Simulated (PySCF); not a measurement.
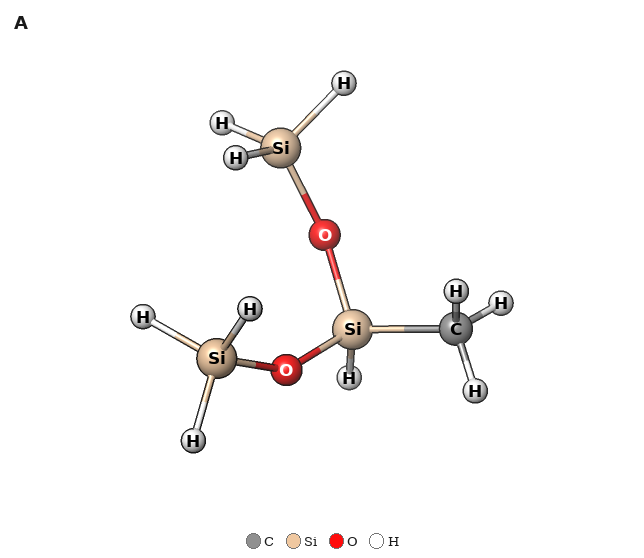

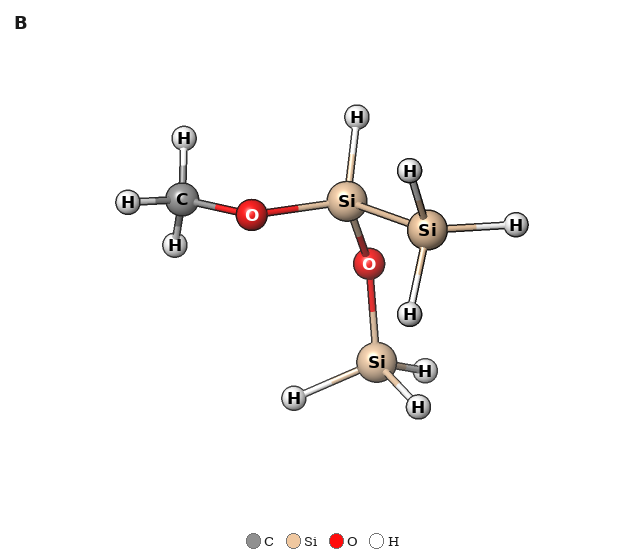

2 stationary structures of one formula. Geometries: PBE0-D3(BJ)/def2-SVP. Electronic energies: ωB97X-D/pcSseg-1 (PySCF 2.14.0), without zero-point energy. No frequency run is at hand to confirm each as a minimum. Each is one conformer, not always the lowest.

How are they related?

They are constitutional isomers of CH10O2Si3: A `C[SiH](O[SiH3])O[SiH3]`, B `CO[Si@@H]([SiH3])O[SiH3]`.

Which structure is the most stable?

A is lowest; B lies 191.4 kJ/mol above it.
